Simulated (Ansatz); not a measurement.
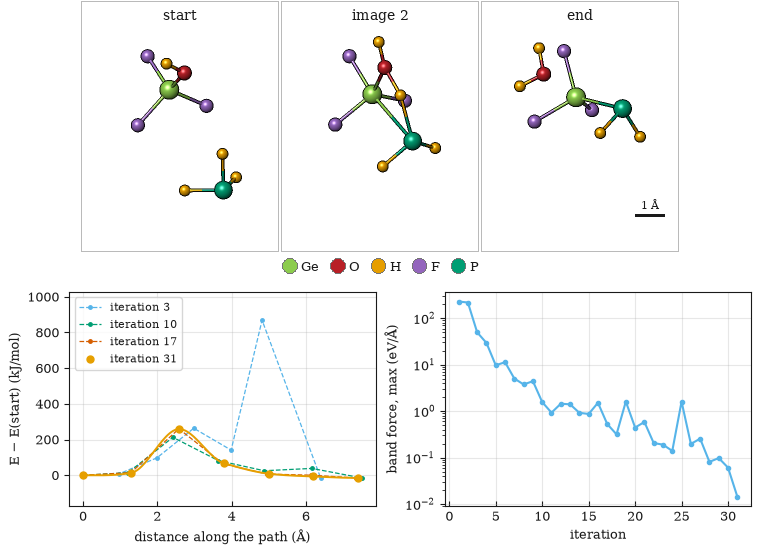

NEB run on GePH₄OF₃, made up at the start of GeHOF₃ and PH₃. Images are numbered from 0 (start) to 6 (end). The plot follows the band through its iterations. The picture is a ball-and-stick view, seen from a free direction.

These are results of RHF/def2-SVP (Ansatz), not measurements. Settings: 5 movable images; climbing image; force threshold 0.03 eV/Å; iteration limit 60; starting path through a guess of the saddle point.

How did the profile develop, and is the result final?

The result is final at these settings. The band converged in 31 iterations. The largest component of the band force went from 230 to 0.015 eV/Å. The climbing image converged on the top of the path. Its vibrational analysis gives one imaginary mode (1755i cm⁻¹), as a transition state must have. The first iteration put the highest image at 3921.8 kJ/mol. The highest point, image 2, lies 258.7 kJ/mol above the start and 273.7 kJ/mol above the end; the end is at −15.0 kJ/mol relative to the start.

Limits of the set-up: the start holds two separate molecules, 3.2 Å apart at their closest, whose relative position is a soft coordinate and is computed without a dispersion correction; Hartree-Fock leaves out electron correlation.

The run took 3.8 min on 2 threads of Intel(R) Xeon(R) 6975P-C (Granite Rapids), with other jobs on the host, peak memory 0.36 GiB.
